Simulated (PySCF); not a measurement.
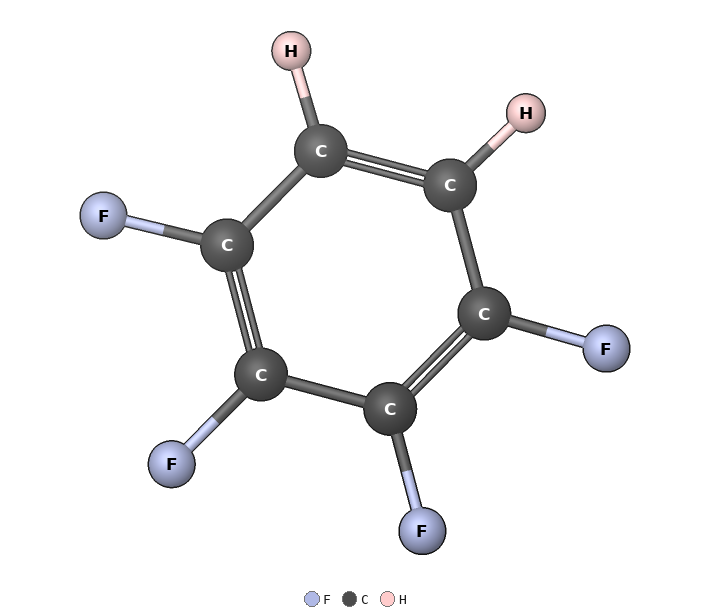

All atoms lie in one plane, which faces the viewer. The geometry was computed by an optimisation with PBE0-D3(BJ)/def2-SVP. No frequency run is at hand to confirm it as a minimum.

Q: List the symmetry elements and name the point group.

A: It has 1 C2 axis and 2 mirror planes, so the point group is C2v. The group has 4 operations. The geometry is achiral, and symmetry allows a dipole moment.
